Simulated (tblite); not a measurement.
# Nudged elastic band, with input and output: C4H9PSSi

- system: C4H9PSSi
- method: GFN2-xTB climbing-image nudged elastic band, gas phase (tblite 0.8.0)

The run did not end well.

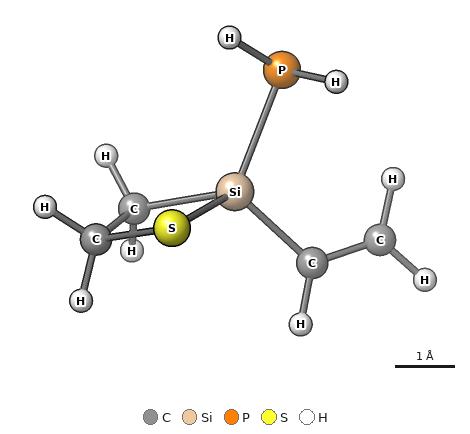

*The input geometry (ball-and-stick view, seen at an oblique angle).*

Bond lengths as drawn: C–C 1.32 to 1.53 Å, C–H 1.08 to 1.09 Å, C–S 1.84 Å, C–Si 1.89 to 1.91 Å, H–P 1.38 Å, P–Si 2.25 Å and S–Si 2.18 Å.

## Input
```
{"job": {"xc": "GFN2-xTB", "basis": "xTB", "kind": "neb"}, "charge": 0, "multiplicity": 1}
C      2.058066    -1.516724     1.151841
C      0.860511    -0.964342     1.251335
Si     0.189170     0.205218    -0.068423
P      1.790081     0.600521    -1.605333
C     -1.548312    -0.224370    -0.746137
C     -2.294885     0.905914    -0.040071
S     -0.954935     1.867516     0.765119
H      2.693036    -1.320039     0.299866
H      2.458603    -2.185053     1.897743
H      0.245452    -1.175031     2.117066
H      1.249620     1.791082    -2.060388
H      2.609965     1.253067    -0.703366
H     -1.625489    -0.140624    -1.828653
H     -1.927332    -1.204265    -0.465574
H     -2.970147     0.552294     0.736132
H     -2.841003     1.563780    -0.712568
```

The first line tells a small driver script what to run in tblite; the rest is the geometry in Å.

Machine: 1 CPU thread, shared host.

Launch command:
```bash
OMP_NUM_THREADS=1 python <driver script> task.json out
```

## Output
```
image   E - E0 / eV
  0       0.0000
  1       1.2051
  2       0.0737
  3       0.0624
  4       0.0400
  5       0.0185
  6       0.0123
```

## What the run reported

| quantity | value |
| --- | --- |
| outcome | not converged |
| forward barrier | 1.205 eV |
| wall time | 8.6 s |
| peak memory | 0.19 GiB |

The run did not converge. At least one of its steps failed, so the values that rest on that step are not results.
